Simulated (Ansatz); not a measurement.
Input

```
crystal:
  periodic: [false, false, false]
  atoms:
    - { symbol: Si, position_ang: [-0.438337, 0.190857, -0.376227] }
    - { symbol: F, position_ang: [0.094591, -0.773026, 2.194334] }
    - { symbol: H, position_ang: [0.733466, 0.853736, 0.24377] }
    - { symbol: H, position_ang: [-0.675797, 0.763864, -1.731219] }
    - { symbol: H, position_ang: [-0.30834, -1.283784, -0.476138] }
    - { symbol: Cl, position_ang: [-2.182607, 0.663714, 0.726418] }
    - { symbol: H, position_ang: [-0.694176, -0.415361, 2.515663] }
basis:
  gaussian: { orbitals: def2-SVP }
hamiltonian:
  xc: pbe0
  dispersion: d4
relax:
  f_tol: 0.03
  max_steps: 50
output:
  orbitals: {}
```

Launched as:

```sh
ansatz run input.yaml --threads 1 --pin off --max-ram 2048MiB --backend cpu --events-out ev --progress --plain --runs-dir out
```

The fields are those of the run's last geometry, not of the input's.

Level of theory: RKS PBE0-D4/def2-SVP (Ansatz 0.2.0).

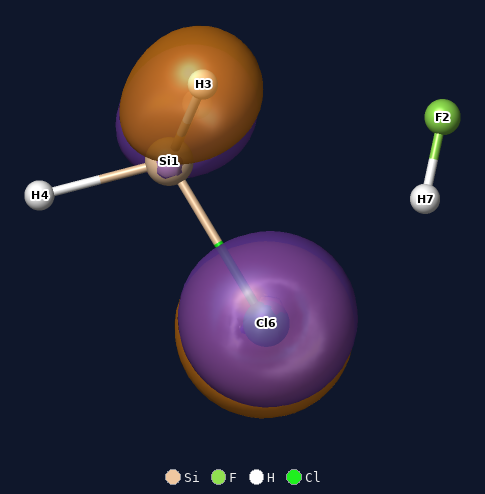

ClH3Si···HF. The HOMO at ±0.15 Å⁻³ᐟ² (orange and purple are the two phases), seen across its widest extent.

### Describe this orbital and give its energy.

Its weight (Hirshfeld) is mainly on Cl6 (about 65 %), Si1 (about 15 %), H3 (about 10 %) and H5 (about 10 %). Its energy is −9.26 eV.
